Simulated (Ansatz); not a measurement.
# What CaGeS3 in R-3c, a phase reached by a soft mode distorts into, part 3 of 3

Aim: this structure of CaGeS3 in R-3c, a phase reached by a soft mode is to be tested for unstable modes, and one is followed downhill.

Ansatz 0.2.0; DFT PBEsol, scalar-relativistic, plane waves, PAW; PAW set soft_1.

So far. Step 5 (Energy along the mode, all amplitudes (two of the runs …): The lowest of the steps tried is at 0.22 Å, 10.7 meV/atom below the parent; the bottom of the well need not coincide with a step. Step 7 (The new phase in its own primitive cell): The largest force component left is 0.91 meV/Å and the pressure is 0.002 GPa, within the tolerances set. The cell now holds 25.16 Å³/atom.

The structure was built from a prototype and need not be the compound's stable phase.

### 8. Modes of the new phase

A relaxed structure may still be a saddle point, so its zone-centre modes are computed. The response to a homogeneous field gives the Born charges and the dielectric tensor.

The input, input.yaml:

```yaml
crystal:
  lattice:
    - [3.276411495, 1.8916370586, 6.7645184528]
    - [-3.276411495, 1.8916370586, 6.7645184528]
    - [0.0, -3.7832741172, 6.7645184528]
  atoms:
    - { symbol: Ca, position: [0.2890853579, 0.2890853579, 0.2890853579] }
    - { symbol: Ca, position: [0.7890853579, 0.7890853579, 0.7890853579] }
    - { symbol: Ge, position: [0.5453981051, 0.5453981051, 0.5453981051] }
    - { symbol: Ge, position: [0.0453981051, 0.0453981051, 0.0453981051] }
    - { symbol: S, position: [0.3551218089, 0.708530894, 0.0937134146] }
    - { symbol: S, position: [0.5937134146, 0.208530894, 0.8551218089] }
    - { symbol: S, position: [0.208530894, 0.8551218089, 0.5937134146] }
    - { symbol: S, position: [0.708530894, 0.0937134146, 0.3551218089] }
    - { symbol: S, position: [0.8551218089, 0.5937134146, 0.208530894] }
    - { symbol: S, position: [0.0937134146, 0.3551218089, 0.708530894] }
kpoints:
  mp_grid: { grid: [6, 6, 6] }
hamiltonian:
  xc: pbesol
  pseudopotentials: { kind: paw, azcp: { folder: soft_1 }, xc_functional: pbe }
scf:
  occupations: { method: fixed }
output:
  eigenvalues: true
phonons:
  method: dfpt
  dielectric: true
  rigid_motions: translations
```

The run is started by

```
$ ansatz run input.yaml --threads 4 --pin off --max-ram 16384MiB --backend cpu --events-out ev --progress --plain --runs-dir out
```

Numbers of over 12 decimals in the logs are rounded to 6 here.

Log:

```text
[...]
Crystal: 10 atoms, lattice volume = 251.550 Å³
Basis set: ecut = 420 eV, 4871 PW (Γ), exchange–correlation on 108×108×108 points (8 copies of the dense FFT grid, shifted against one another)
Bands: 52, of which v1, the nominal top of the filled ones, is band 42 counted from 1 (41 counted from 0)
Symmetry: 6 space group operations
k-points: 112 of 216 (irreducible under 1 space group operation, time reversal used)
[...]
SCF iter   1: F=—  HF=-17416.827581 eV  |F-HF|=—  |Δ(HF+E_count)|=         —  Δρ=4.65e-2  dr2=1.13e1  ethr=3.10e-3  ⟨swp⟩=8.3  Hψ=27814  notcnv=0  defer=743
[...]
SCF iter  12: F=-17413.122377 eV  HF=-17413.122377 eV  |F-HF|=7.28e-12  |Δ(HF+E_count)|=  1.42e-10  Δρ=1.71e-7  dr2=7.54e-11  ethr=1.00e-12  ⟨swp⟩=21.5  Hψ=50253  notcnv=0
SCF 1 converged in 12 iterations: F = -17413.122377 eV  dr2 = 7.54e-11
[...]
NSCF: frozen V_eff on 6 k-points
DFPT response loops at Γ: preconditioner auto → Resta (q_TF=auto, 2.272 Å⁻¹)  ε∞=5.7 (no band partly filled); β = 1.00, the filter's whole step (`scf.mixing.beta` (0.50) is not read by the response loops at its default; to damp them type it under 1.00, their step now; it binds the ground state too); Broyden in place of MSR1
── the response to a field inside a basis, on 6×6×6 k-points: an SCF that follows is theirs, and a resumed run solves both again ──
Bands: 43, of which v1, the nominal top of the filled ones, is band 42 counted from 1 (41 counted from 0)
k-points: 28 of 216 (time reversal used)
[...]
Eigensolver: Dense (28 Hₖ)
SCF iter   1: F=—  HF=-17412.823673 eV  |F-HF|=—  |Δ(HF+E_count)|=         —  Δρ=3.71e-4  dr2=1.52e-4  ethr=1.00e-1
[...]
SCF iter   5: F=-17412.823764 eV  HF=-17412.823764 eV  |F-HF|=6.41e-8  |Δ(HF+E_count)|=   6.78e-8  Δρ=4.37e-6  dr2=7.00e-8  ethr=6.48e-10
SCF 1 converged in 5 iterations: F = -17412.823764 eV  dr2 = 7.00e-8
[...]
SCF converged after 12 iterations
Free energy (F): -17413.122377 eV
[...]
Internal energy: -17413.122377 eV  (E = F + TS)
E sigma→0 (E₀):  -17413.122377 eV
Fermi energy:    4.161618 eV
[...]
--- Band table (eV; the first three rows and the last of 112) ---
  k-point 0: bands = [... 38 lower, 3.5493, 3.5518, 4.1616, 4.1616, 6.0359, 6.9128, 7.2910, 8.0142, ... 6 higher]
  k-point 1: bands = [... 38 lower, 3.5038, 3.6083, 3.8966, 4.1014, 6.0892, 7.1997, 7.2679, 7.8194, ... 6 higher]
  k-point 2: bands = [... 38 lower, 3.3943, 3.5476, 3.8201, 4.0017, 6.3058, 7.0375, 7.3785, 7.4387, ... 6 higher]
  k-point 111: bands = [... 38 lower, 3.8528, 3.8528, 3.8528, 3.8528, 6.5637, 6.5637, 7.4380, 7.4380, ... 6 higher]
[...]
ASR residual: 6.827e-5 → 0.000e0 eV/Å²; symmetrization residual: 8.286e-5 eV/Å²
[...]
ε∞ (high-frequency dielectric tensor):
        5.985150     0.000000     0.000000
        0.000000     5.985150     0.000000
        0.000000     0.000000     4.071981
  ε⁰ (static dielectric tensor: ions relaxed, cell fixed):
       14.023054     0.000000    -0.000000
        0.000000    14.023054     0.000000
       -0.000000     0.000000     9.817372
  ε⁰ − ε∞ (ionic part):
        8.037904     0.000000    -0.000000
        0.000000     8.037904     0.000000
       -0.000000     0.000000     5.745392
  softest optical mode at Γ: 40.35 cm⁻¹; the repairs (sum rule, projections) moved no ω² at Γ by more than (4.68 cm⁻¹)²
  Born effective charges Z* (e; rows j = field, columns β = displacement):
    site 0:
         2.67307   -0.60614    0.00000
         0.60614    2.67307    0.00000
        -0.00000    0.00000    2.45134
    site 1:
         2.67307    0.60614   -0.00000
        -0.60614    2.67307    0.00000
         0.00000    0.00000    2.45134
    site 2:
         3.28939   -0.32101    0.00000
         0.32101    3.28939   -0.00000
        -0.00000   -0.00000    0.88280
    site 3:
         3.28939    0.32101   -0.00000
        -0.32101    3.28939   -0.00000
         0.00000   -0.00000    0.88280
    site 4:
        -2.24519   -0.13460   -0.05288
         0.10107   -1.72979   -0.44991
        -0.09667   -0.32949   -1.11138
    site 5:
        -1.84412    0.33262    0.36320
         0.09695   -2.13086    0.27075
         0.23701    0.24846   -1.11138
    site 6:
        -2.24519    0.13460    0.05288
        -0.10107   -1.72979   -0.44991
         0.09667   -0.32949   -1.11138
    site 7:
        -1.84412   -0.33262   -0.36320
        -0.09695   -2.13086    0.27075
        -0.23701    0.24846   -1.11138
    site 8:
        -1.87316   -0.11372   -0.41607
        -0.34939   -2.10182    0.17916
        -0.33368    0.08102   -1.11138
    site 9:
        -1.87316    0.11372    0.41607
         0.34939   -2.10182    0.17916
         0.33368    0.08102   -1.11138
  Z* charge neutrality: 2.799e-2 e pre-enforcement
  solved inside a basis spanned on kpoints, on 6×6×6 k-points, its susceptibility summed on 10×10×10: ε∞ is read to err by 2.7e-2, Z* by 2.3e-2 e (field_mesh: kpoints solves on kpoints); Z* is corrected for what the basis lacks
  optical modes at Γ without the LO–TO term, one row a degenerate level:
      ω (cm⁻¹)  modes    IR ((D/Å)²/amu)
         40.35      2             1.6719
[...]
optical modes at Γ + LO–TO along q̂ = [1.0000, 0.0000, 0.0000]:
      ω (cm⁻¹)  modes    IR ((D/Å)²/amu)
[...]
optical modes at Γ + LO–TO along q̂ = [0.0000, 1.0000, 0.0000]:
      ω (cm⁻¹)  modes    IR ((D/Å)²/amu)
[...]
optical modes at Γ + LO–TO along q̂ = [0.0000, 0.0000, 1.0000]:
      ω (cm⁻¹)  modes    IR ((D/Å)²/amu)
[...]
126.06      2             0.1621
        131.43      2             0.2679
        181.53      2             7.9645
        202.32      1             0.0000
        230.27      2             3.6617
        236.78      1             0.0000
        259.18      2            21.4124
        298.14      1            12.2823
        379.76      1             0.0354
        385.55      1             0.0000
        443.21      2            31.4139
        445.80      2             0.0142
```

Wall time 13 min (4 threads of Arm Neoverse V1, shared host); peak memory 5.7 GiB; 51 min of CPU time.

This step gave:

| Quantity | Value |
| --- | --- |
| sum-rule residual before enforcement | 6.83e-5 eV/Å² |
| miss of the charge sum rule | 0.02799 e |
| estimated error of the dielectric tensor | 0.02728 |
| estimated error of the Born charges | 0.02267 e |
| point group | 3m |
| highest optical mode at the zone centre (no LO-TO term) | 445.8 cm⁻¹ |
| lowest optical zone-centre mode | 40.35 cm⁻¹ |
| mean high-frequency dielectric constant | 5.347 |
| largest Born charge (third of the trace) | 2.599 e |
| mean static dielectric constant | 12.62 |
| top of the zone-centre spectrum with the field | 471.9 cm⁻¹ |

Patterns of degenerate modes are one choice out of their space. Modes at Γ, with each element's share of the kinetic energy:

| mode | frequency (cm⁻¹) | symmetry | Ca % | Ge % | S % |
| --- | --- | --- | --- | --- | --- |
| 1 | 0.0 | acoustic | 19 | 35 | 46 |
| 2 | 0.0 | acoustic | 19 | 35 | 46 |
| 3 | 0.0 | acoustic | 19 | 35 | 46 |
| 4 | 40.4 | E | 14 | 5 | 81 |
| 5 | 40.4 | E | 14 | 5 | 81 |
| 6 | 61.4 | A1 | 18 | 1 | 82 |
| 7 | 72.0 | A2 | 0 | 73 | 27 |
| 8 | 74.6 | E | 2 | 31 | 67 |
| 9 | 74.6 | E | 2 | 31 | 67 |
| 10 | 117.0 | A2 | 6 | 23 | 71 |
| 11 | 120.8 | A1 | 24 | 62 | 14 |
| 12 | 126.1 | E | 40 | 18 | 42 |
| 13 | 126.1 | E | 40 | 18 | 42 |
| 14 | 131.4 | E | 15 | 19 | 66 |
| 15 | 131.4 | E | 15 | 19 | 66 |
| 16 | 181.5 | E | 75 | 8 | 17 |
| 17 | 181.5 | E | 75 | 8 | 17 |
| 18 | 202.3 | A2 | 68 | 0 | 32 |
| 19 | 230.3 | E | 6 | 4 | 90 |
| 20 | 230.3 | E | 6 | 4 | 90 |
| 21 | 236.8 | A2 | 24 | 4 | 72 |
| 22 | 253.2 | A1 | 39 | 2 | 59 |
| 23 | 259.2 | E | 28 | 3 | 70 |
| 24 | 259.2 | E | 28 | 3 | 70 |
| 25 | 379.7 | A1 | 0 | 0 | 100 |
| 26 | 385.6 | A2 | 2 | 0 | 98 |
| 27 | 443.2 | E | 0 | 38 | 62 |
| 28 | 443.2 | E | 0 | 38 | 62 |
| 29 | 445.8 | E | 0 | 39 | 61 |
| 30 | 445.8 | E | 0 | 39 | 61 |

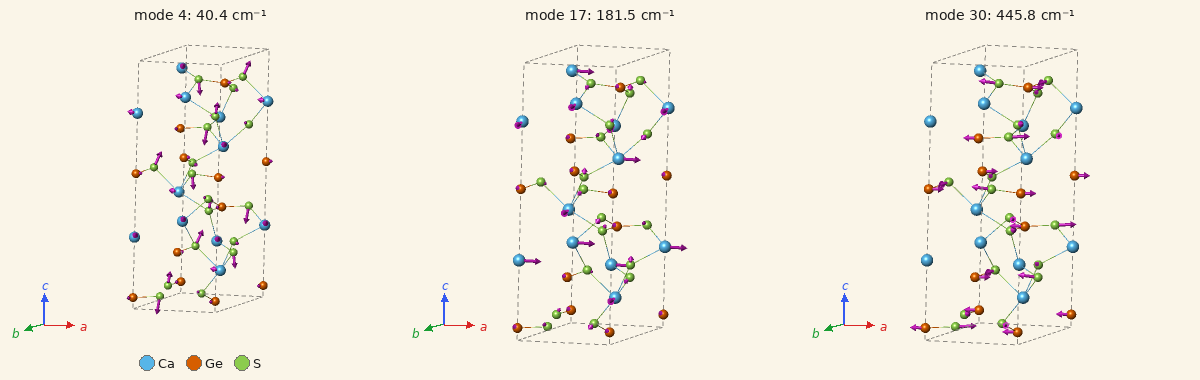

Displacement patterns of modes 4, 17 and 30 at Γ; arrows are exaggerated. Bonds to atoms that aren't drawn are left out. Some periodic images of atoms are drawn too.

Optical modes at the zone centre, without and with the macroscopic field of the longitudinal modes; each column is sorted by frequency, so a row need not hold one and the same mode. Modes with and without the field, by row:

| rank among optical modes | no field (cm⁻¹) | q along (1, 0, 0) (cm⁻¹) | q along (0, 0, 1) (cm⁻¹) |
| --- | --- | --- | --- |
| 1 | 40.4 | 40.4 | 40.4 |
| 2 | 40.4 | 48.3 | 40.4 |
| 3 | 61.4 | 61.4 | 72 |
| 4 | 72 | 72 | 74.6 |
| 5 | 74.6 | 74.6 | 74.6 |
| 6 | 74.6 | 75.7 | 80.9 |
| 7 | 117 | 117 | 117 |
| 8 | 120.8 | 120.8 | 120.8 |
| 9 | 126.1 | 126.1 | 126.1 |
| 10 | 126.1 | 126.3 | 126.1 |
| 11 | 131.4 | 131.4 | 131.4 |
| 12 | 131.4 | 131.9 | 131.4 |
| 13 | 181.5 | 181.5 | 181.5 |
| 14 | 181.5 | 190.3 | 181.5 |
| 15 | 202.3 | 202.3 | 202.3 |
| 16 | 230.3 | 230.3 | 230.3 |
| 17 | 230.3 | 233 | 230.3 |
| 18 | 236.8 | 236.8 | 236.8 |
| 19 | 253.2 | 253.2 | 259.2 |
| 20 | 259.2 | 259.2 | 259.2 |
| 21 | 259.2 | 287.7 | 298.1 |
| 22 | 379.7 | 379.7 | 379.8 |
| 23 | 385.6 | 385.6 | 385.6 |
| 24 | 443.2 | 443.2 | 443.2 |
| 25 | 443.2 | 445.8 | 443.2 |
| 26 | 445.8 | 445.8 | 445.8 |
| 27 | 445.8 | 471.9 | 445.8 |

Born charge (rows field, columns displacement) (e), principal values of the symmetric part by kind of site:

| atom | atoms with these values | low | middle | high | mean |
| --- | --- | --- | --- | --- | --- |
| Ca1 | 2 | 2.45 | 2.67 | 2.67 | 2.60 |
| Ge3 | 2 | 0.88 | 3.29 | 3.29 | 2.49 |
| S5 | 6 | -2.25 | -1.91 | -0.92 | -1.70 |

In full for S5:

```
-2.25 -0.13 -0.05
 0.10 -1.73 -0.45
-0.10 -0.33 -1.11
```

High-frequency dielectric tensor:

```
5.99 0.00 0.00
0.00 5.99 0.00
0.00 0.00 4.07
```

Static dielectric tensor (ions relaxed, fixed cell):

```
14.02  0.00  0.00
 0.00 14.02  0.00
 0.00  0.00  9.82
```

Transverse modes. Lines of the infrared spectrum (strongest = 100):

| position (cm⁻¹) | label | relative intensity |
| --- | --- | --- |
| 40 | E | 5.3 |
| 61 | A1 | 6.0 |
| 72 | A2 | 0.0 |
| 75 | E | 1.0 |
| 117 | A2 | 0.0 |
| 121 | A1 | 0.0 |
| 126 | E | 0.5 |
| 131 | E | 0.9 |
| 182 | E | 25 |
| 202 | A2 | 0.0 |
| 230 | E | 12 |
| 237 | A2 | 0.0 |
| 253 | A1 | 36 |
| 259 | E | 68 |
| 380 | A1 | 0.1 |
| 386 | A2 | 0.0 |
| 443 | E | 100 |
| 446 | E | 0.0 |

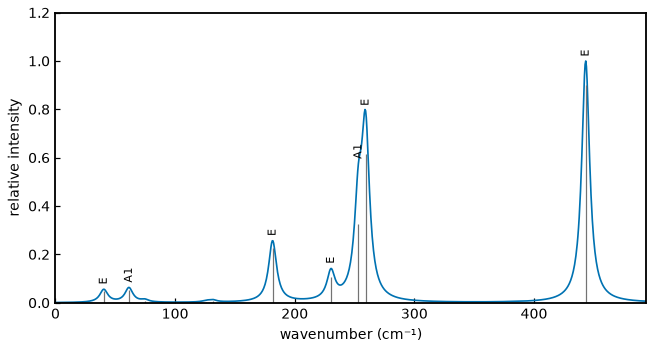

The infrared spectrum, broadened with Lorentzians of width 8 cm⁻¹; bars mark the lines.

Before it was imposed, the acoustic sum rule was missed by 6.8e-5 eV/Å² and the charge sum rule by 0.028 e. Small misses are needed for a sound result but don't prove that mesh and cutoff are converged. The lowest optical mode is real, 40.4 cm⁻¹.

### 9. The phases reached

The phases reached along the modes that were followed are set side by side.

Energies are those of the first relaxation, on the mesh of the frozen mode; space group, volume and gap are those of the last relaxation. Phases, by row:

| mode frozen in | space group | energy from parent (meV/atom) | volume (Å³/atom) | gap on mesh (eV) | lowest zone-centre optical mode (cm⁻¹) | largest shift (Å) |
| --- | --- | --- | --- | --- | --- | --- |
| parent | R-3c | 0 | 19.93 | 0.202 | – | – |
| q = (0, 0, 0), 105i cm⁻¹ | R3c | -72.38 | 25.16 | 1.874 | 40.4 | 0.954 |

### 10. Results

```yaml
unstable_mode_of_the_parent: q = (0, 0, 0), 105i cm⁻¹
depth_at_the_lowest_point_sampled: 10.7 meV/atom
largest_atomic_shift_at_that_point: 0.22 Å
space_group_reached_within_0p01_a: R3c
energy_gained_over_the_parent_first_relaxation_on_the_mesh_of_the_frozen_mode: 72.4 meV/atom
volume_per_atom_phase_reached: 25.2 Å³
gap_on_the_k_mesh_phase_reached: 1.87 eV
lowest_optical_zone_centre_mode_phase_reached: 40.4 cm⁻¹
highest_optical_mode_at_the_zone_centre_no_lo_to_term_phase_reached: 446 cm⁻¹
```

What this shows: Along this mode the structure falls into R3c, 72.4 meV/atom below the parent. At the parent's cell the well is 10.69 meV/atom deep on the steps tried, with its lowest point at a shift of 0.22 Å. Relaxing atoms and cell changes the gain by +61.69 meV/atom against the lowest step (energies at zero smearing). Most of the total comes from this relaxation. The new phase has no imaginary mode at the zone centre of its cell; other wavevectors were not checked. Each path keeps the symmetry of its pattern, so a lower phase may lie along a pattern not tried. The PAW files were made for PBE and serve the other functionals too. The starting cell was built on a prototype and not taken from a measurement, so the phase need not exist.

[Logs are printed without paths, hosts, clocks, repeated set-up lines and the standing remarks that a program may print on its own settings, such as how far it seeks lower states.]

[Hosts, paths, dates, database ids (printed as entryN), source tags and the programs' standing remarks are cut or masked in the printed files.]
